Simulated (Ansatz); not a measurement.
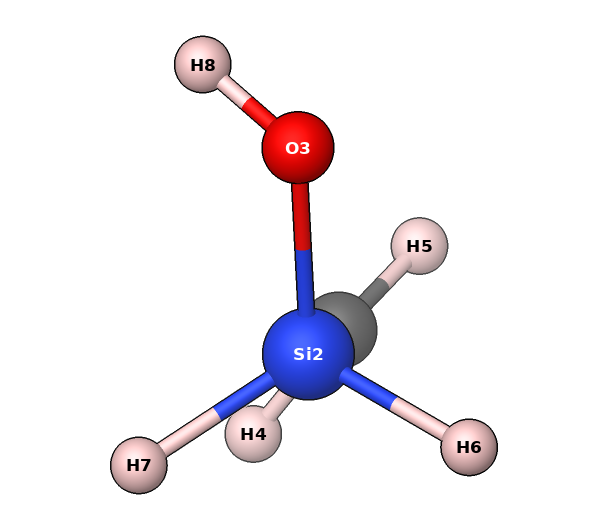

Figure made from data computed with Ansatz.

C1 lies behind Si2. The molecule seen nearly along the Si2–C1 bond, Si2 in front. Depth is shown by fading: the farther an atom, the more it takes the colour of the background. State: neutral, doublet. Geometry: moved along internal coordinates away from the minimum.

What is the torsion angle O3–Si2–C1–H4? The sign is positive where the front bond must turn clockwise to cover the back bond.

Answer. −140°, anticlinal.
